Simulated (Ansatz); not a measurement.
A series of calculations on C2H9NSi2

### Relaxation

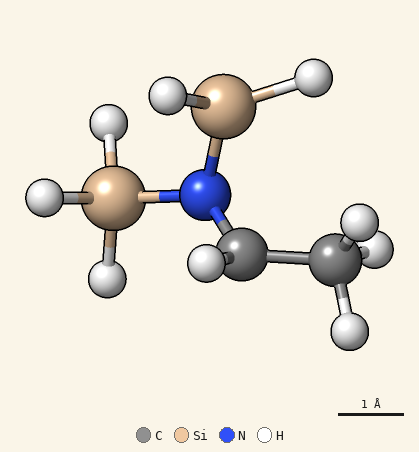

This is the input geometry for a relaxation of C2H9NSi2. A ball-and-stick model, seen at a tilt.

The run prepares an end point of a later path (torsion) calculation, from a guessed geometry.

These are results of RKS B3LYP-D4/def2-SVP in Ansatz, not measurements.

Input file:
```yaml
crystal:
  periodic: [false, false, false]
  atoms:
    - { symbol: C, position_ang: [-1.6461, 0.9573, 0.6344] }
    - { symbol: C, position_ang: [-0.2865, 0.86, 0.1035] }
    - { symbol: Si, position_ang: [0.3154, -1.2469, 0.8245] }
    - { symbol: "N", position_ang: [0.2014, -0.3441, -0.4936] }
    - { symbol: Si, position_ang: [1.379, -0.5874, -1.6196] }
    - { symbol: H, position_ang: [-2.3972, 0.3856, 0.0678] }
    - { symbol: H, position_ang: [-1.7377, 0.7751, 1.6947] }
    - { symbol: H, position_ang: [-1.9769, 2.058, 0.4846] }
    - { symbol: H, position_ang: [0.428, 1.4333, 0.7598] }
    - { symbol: H, position_ang: [1.4412, -0.809, 1.7649] }
    - { symbol: H, position_ang: [-0.9013, -1.6098, 1.5858] }
    - { symbol: H, position_ang: [1.1097, 0.2166, -2.8053] }
    - { symbol: H, position_ang: [2.6169, -0.1108, -1.0302] }
    - { symbol: H, position_ang: [1.4412, -2.0069, -1.9425] }
basis:
  gaussian: { orbitals: def2-SVP }
hamiltonian:
  xc: b3lyp
  dispersion: d4
relax:
  f_tol: 0.015
  max_steps: 40
```

Run as
```bash
ansatz run input.yaml --threads 2 --pin off --max-ram 3072MiB --backend cpu --events-out ev --progress --plain --runs-dir out
```

Q: What does the optimiser find from here?

A: The largest move after the best rigid fit is that of H8, 1.15 Å. Largest moves by element: H 1.15 Å, C 0.76 Å, Si 0.59 Å, N 0.46 Å. Among the contacts that change: Si3–Si5 2.746 → 3.365 Å, C2–Si3 2.307 → 1.861 Å, Si3–N4 1.602 → 1.721 Å, N4–Si5 1.647 → 1.727 Å. New bonds form: C2–Si3 (2.31 → 1.86 Å). Among the angles between lasting bonds that change: Si3–N4–Si5 115.4° → 154.6°, C2–N4–Si3 98.9° → 70.4°, N4–Si3–H10 113.4° → 119.4°. After 19 accepted moves (21 points after the start) the energy has fallen by 2.768 eV. Largest force component: 5.4 eV/Å at the start, 0.011 eV/Å at the end. The line search rejected the trial steps at points 8, 18 of the run. The forces were under the threshold at step 19, but the run went on from there.

The structure at the end:

```xyz
14

C    -1.5011    1.0821    0.3970
C    -0.1378    0.5383    0.7762
Si    0.1780   -1.1884    1.3944
N     0.4684   -0.4693   -0.1425
Si    1.2223   -0.3501   -1.6921
H    -2.2024    0.2732    0.1386
H    -1.9348    1.6637    1.2268
H    -1.4311    1.7519   -0.4787
H     0.5644    1.3258    1.1017
H     1.3280   -1.5055    2.2807
H    -0.9241   -2.1763    1.5199
H     0.2745    0.1612   -2.7307
H     2.3985    0.5788   -1.6820
H     1.6842   -1.7143   -2.0805
```

After the run, drawn alike:

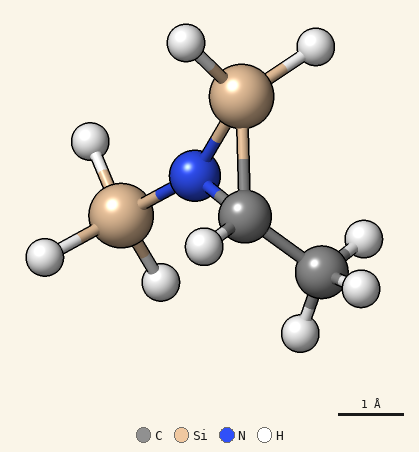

### Relaxation

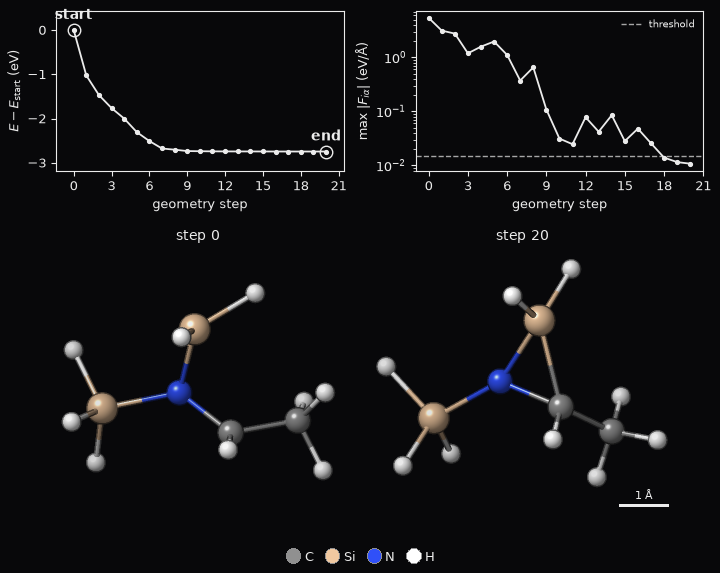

First and last geometry of a relaxation of C$_{2}$H$_{9}$NSi$_{2}$, with the history of the run. A ball-and-stick model, seen at a tilt.

The run prepares an end point of a later path (torsion) calculation, from a guessed geometry.

Theory: RKS B3LYP-D4/def2-SVP in Ansatz 0.2.0. Settings: no spin polarisation; force threshold 0.015 eV/Å; at most 40 steps.

### What do the curves and the structures tell?

It converged. The energy falls by 2.746 eV in 20 geometry steps. Largest force component: 5.4 eV/Å at the start, 0.011 eV/Å at the end. The atom that moves furthest after the best rigid fit is an H atom (1.15 Å). Largest moves by element: H 1.15 Å, C 0.76 Å, Si 0.60 Å, N 0.46 Å. Near-neighbour distances that change, for instance: Si–Si 2.746 → 3.364 Å, C–Si 2.307 → 1.861 Å, N–Si 1.602 → 1.722 Å, N–Si 1.647 → 1.728 Å. New bonds form: C–Si (2.31 → 1.86 Å). Bond angles that change, for instance: Si–N–Si 115.4° → 154.4°, C–N–Si 98.9° → 70.4°, N–Si–H 113.4° → 119.4°.

### Path

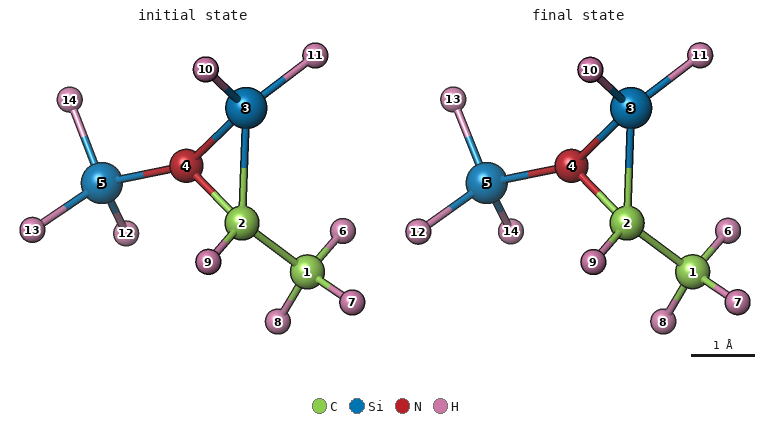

The two relaxed end points of a path for C2H9NSi2. The picture is a ball-and-stick view, seen at a tilt.

Theory: Ansatz, RKS B3LYP-D4/def2-SVP.

Run with 7 movable images; climbing image; force threshold 0.05 eV/Å; iteration limit 60.

Start:
```xyz
14

C    -1.4972    1.0841    0.4067
C    -0.1328    0.5373    0.7777
Si    0.1833   -1.1910    1.3915
N     0.4669   -0.4698   -0.1457
Si    1.2128   -0.3495   -1.6991
H    -2.2012    0.2767    0.1507
H    -1.9254    1.6650    1.2397
H    -1.4306    1.7551   -0.4683
H     0.5725    1.3230    1.1008
H     1.3374   -1.5115    2.2712
H    -0.9198   -2.1771    1.5212
H     0.2604    0.1652   -2.7318
H     2.3906    0.5774   -1.6937
H     1.6702   -1.7138   -2.0921
```

End:
```xyz
14

C    -1.6382    0.8926    0.3345
C    -0.2083    0.5783    0.7281
Si    0.3531   -1.0269    1.4845
N     0.5241   -0.4108   -0.1142
Si    1.2484   -0.3215   -1.6802
H    -2.2204   -0.0256    0.1587
H    -2.1416    1.4759    1.1225
H    -1.6714    1.4888   -0.5950
H     0.3797    1.4811    0.9702
H     1.5455   -1.1014    2.3687
H    -0.5975   -2.1441    1.7183
H     2.2596    0.7814   -1.7730
H     1.9219   -1.6257   -1.9450
H     0.2322   -0.0710   -2.7492
```

Question: Predict the minimum-energy path and its barrier.

Answer: The two ends have the same energy, and the highest point, image 4, lies 0.033 eV above the start. The motion is a rotation about the N4–Si5 bond by about 120°. No bond forms or breaks between the ends. Among the angles between lasting bonds that change up to the highest image: N4–Si5–H14 107.8° → 112.0°, N4–Si5–H12 111.7° → 108.1°. The band converged in 19 iterations, with a climbing image at the top.

Energies of the converged images:

```
image  path (Å)  E (eV)
    0      0.00   0.000
    1      0.56   0.003
    2      1.12   0.014
    3      1.67   0.026
    4      2.23   0.033
    5      2.88   0.026
    6      3.53   0.011
    7      4.19   0.002
    8      4.85   0.000
```

The geometry at the top of the path:

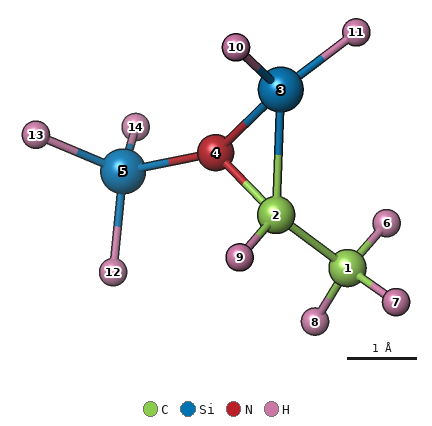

Cost: 7.9 min on 2 threads of Arm Neoverse V1 (shared host), peak memory 0.31 GiB.
